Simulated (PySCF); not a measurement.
# C2H7BCl− (SMILES CC[BH2-]Cl) at HF/6-31G(d) (spherical functions)

Aim: the vertical ionisation energy of C2H7BCl− at HF/6-31G* (spherical functions), from 2 runs. The job is set up through a Python script.

The calculation is run with PySCF 2.14.0.

### Step 1. Starting point

C2H7BCl−: 11 atoms, total charge -1, spin state singlet. SMILES: `CC[BH2-]Cl`. The coordinates come from a GFN2-xTB relaxation. This is one conformer, not always the lowest.

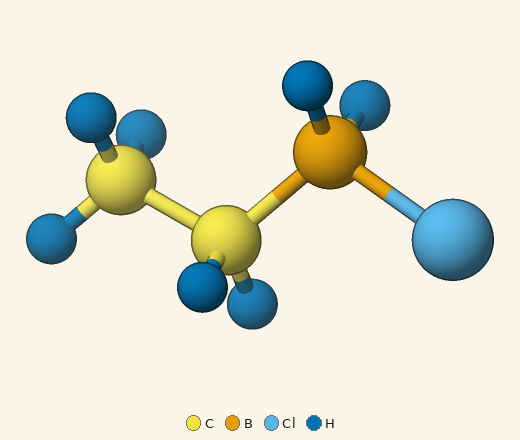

The structure, seen from a chosen angle (carbon yellow, boron amber, chlorine blue, hydrogen blue).

### Step 2. A single-point energy at HF/6-31G(d) (spherical functions)

File mol.xyz:

```xyz
11

C      0.055680     1.377640     0.162050
C     -0.601650     0.007010     0.025380
B      0.496790    -1.192550    -0.163010
Cl    -0.473090    -2.811970    -0.311800
H      0.651440     1.598610    -0.723690
H     -0.679580     2.179800     0.289090
H      0.724530     1.389410     1.022690
H     -1.220590    -0.170170     0.913460
H     -1.292500     0.037680    -0.826130
H      1.126200    -1.090810    -1.188690
H      1.212780    -1.324640     0.800660
```

File job.py:

```python
# CC[BH2-]Cl
from pyscf import gto

mol = gto.M(
    atom='mol.xyz',
    spin=0,
    max_memory=1860,
    charge=-1,
    basis='6-31g*',
    verbose=3,
)

calc0 = mol.RHF()
calc0.conv_tol = 1e-10
calc0.kernel()
if not calc0.converged:
    calc0 = calc0.newton().run(calc0.mo_coeff, calc0.mo_occ)

etot = calc0.e_tot
print('Final energy', etot)
```

The run is started by

```console
$ OMP_NUM_THREADS=1 python job.py
```

What it wrote:

```text
converged SCF energy = -564.025982940703
Final energy -564.0259829407033
```

Run time: 1.3 s. Hardware: 1 thread of Arm Neoverse V2, shared host; peak memory 0.15 GiB.

### Step 3. Doublet neutral C2H7BCl

File run.py:

```python
from pyscf import gto

molecule = gto.M(
    atom='''
C        0.055680       1.377640       0.162050
C       -0.601650       0.007010       0.025380
B        0.496790      -1.192550      -0.163010
Cl      -0.473090      -2.811970      -0.311800
H        0.651440       1.598610      -0.723690
H       -0.679580       2.179800       0.289090
H        0.724530       1.389410       1.022690
H       -1.220590      -0.170170       0.913460
H       -1.292500       0.037680      -0.826130
H        1.126200      -1.090810      -1.188690
H        1.212780      -1.324640       0.800660
''',
    spin=1,
    verbose=3,
    basis='6-31g*',
    max_memory=1860,
    charge=0,
)

calc0 = molecule.UHF()
calc0.conv_tol = 1e-10
calc0.kernel()
if not calc0.converged:
    calc0 = calc0.newton().run(calc0.mo_coeff, calc0.mo_occ)

e_final = calc0.e_tot
print('Final energy', e_final)
```

The run is started by

```console
$ OMP_NUM_THREADS=1 python run.py
```

What it wrote:

```text
converged SCF energy = -563.886994595242  <S^2> = 0.76330027  2S+1 = 2.0132563
Final energy -563.8869945952417
```

Run time: 1.8 s. Hardware: 1 thread of Arm Neoverse V2, shared host; peak memory 0.15 GiB.

### Step 4. Results

At HF/6-31G* (spherical functions):

```
                                                               quantity          value
                                         singlet C2H7BCl−: total energy  -564.02598 Eh
                                          singlet C2H7BCl−: HOMO energy       -4.94 eV
                                          singlet C2H7BCl−: LUMO energy       10.73 eV
singlet C2H7BCl−: HOMO–LUMO gap (to an unbound level, set by the basis)       15.67 eV
                                  doublet neutral C2H7BCl: total energy  -563.88699 Eh
                                 doublet neutral C2H7BCl: dipole moment         4.45 D
            doublet neutral C2H7BCl: HOMO energy (highest over α and β)      -10.86 eV
             doublet neutral C2H7BCl: LUMO energy (lowest over α and β)       -2.27 eV
                                          doublet neutral C2H7BCl: ⟨S²⟩          0.763
                    vertical detachment energy (to the doublet neutral)       3.782 eV
```

Removing an electron at fixed nuclei costs 3.78 eV (365 kJ/mol). The negative HOMO energy of the first species, 4.94 eV, lies 1.16 eV above that difference. Mulliken charges (singlet C2H7BCl−) run from -0.54 on Cl4 to +0.25 on B3; they depend strongly on the basis.
